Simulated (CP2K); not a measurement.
Consider azomethane at its PBE geometry (Å).

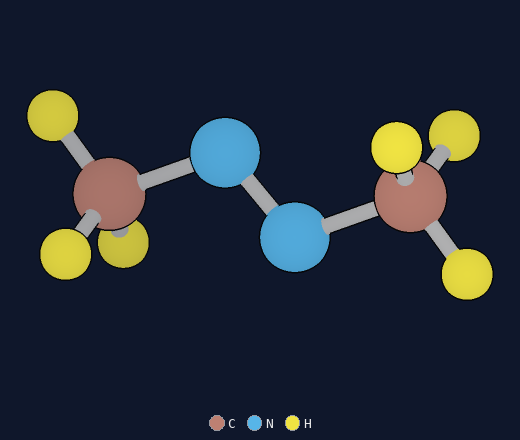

The molecule (carbon pink, nitrogen blue, hydrogen yellow).

```xyz
10

C     1.7785   -0.1511   -0.2817
N     0.3251   -0.4170   -0.3287
N    -0.3251    0.4170    0.3287
C    -1.7785    0.1511    0.2817
H     1.9943    0.8417   -0.7008
H     2.2920   -0.9209   -0.8671
H     2.1349   -0.1740    0.7580
H    -2.1349    0.1740   -0.7580
H    -2.2920    0.9209    0.8671
H    -1.9943   -0.8417    0.7008
```

Method: CP2K XAS_TDP, all-electron GAPW, PBEh(45%), aug-cc-pVDZ, TDA, GW2X-corrected core level, no relativity.

Predict the bright core excitations at the C K edge.

Leading lines: C1 290.78 eV. The leading line of an atom is its first one with 35 % of the strongest within 2.5 eV of its lowest line over the strength cut. Core ionisation energies at this level: C1 292.81 eV.

The first six lines of each atom with a strength over 0.0015:

```csv
atom,energy (eV),states,"strength, one atom",above the computed threshold
"C1 (bonded to N and 3 H), 2 alike",290.78,1,0.0109,
,291.61,1,0.0219,
,291.66,1,0.0083,
,291.71,1,0.0184,
,292.37,1,0.0041,
,292.83,1,0.0034,yes
```

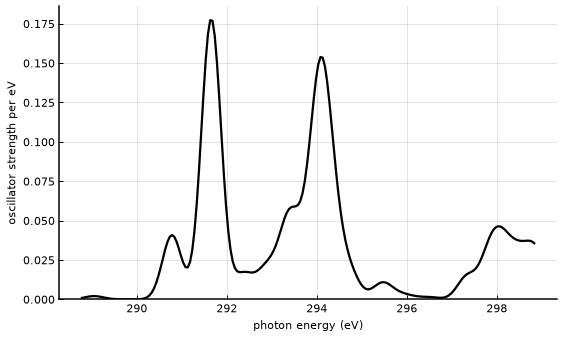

All atoms added, broadened by 0.5 eV.

Lines are vertical, at one geometry, with no vibrational structure. GW2X ionisation energies and lines can be off by 1 to 2 eV either way, and a good line position may hide errors that cancel. These values hold no scalar relativity, about 0.1 eV for C 1s. Rydberg lines, and the discretised continuum above threshold, depend on the basis and the box.

[Banner, clock and machine lines of the logs are left out without a mark of their own.]

[Logs are printed without paths, hosts, clocks, repeated set-up lines and the standing remarks that a program may print on its own settings, such as how far it seeks lower states.]

[Hosts, paths, dates, database ids (printed as entryN), source tags and the programs' standing remarks are cut or masked in the printed files.]
